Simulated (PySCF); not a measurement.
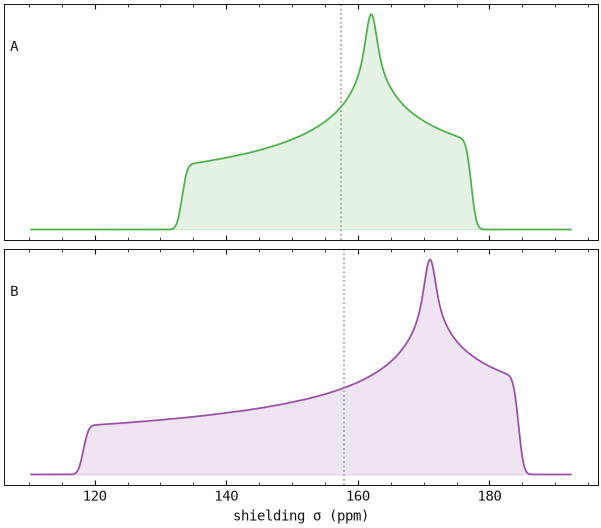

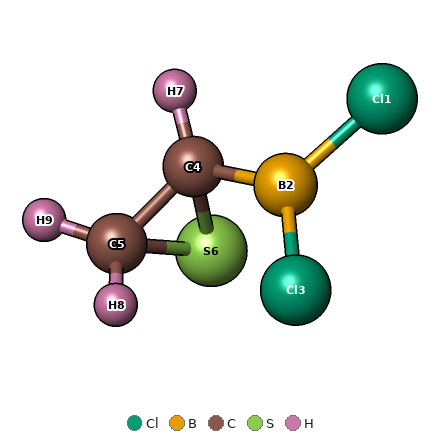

Static powder patterns (¹³C) from GIAO shielding tensors of C₂H₃BCl₂S, SMILES ClB(Cl)[C@@H]1CS1, PBE0/cc-pVTZ with PySCF, at a PBE0-D3(BJ)/def2-SVP geometry (no frequency check); absolute shielding, one fixed geometry of the isolated molecule without any motion, no dipolar terms. The dotted line is the isotropic value; skew is 3(σiso − σ22)/span.

### The panels belong to C4 and C5. Which is which?

panel A: C5, σ11, σ22, σ33 = 133, 162, 177 ppm, isotropic 158, span 44 ppm, skew −0.31; panel B: C4, σ11, σ22, σ33 = 118, 171, 184 ppm, isotropic 158, span 66 ppm, skew −0.59.

Known limits of this run: one conformer of a flexible molecule.
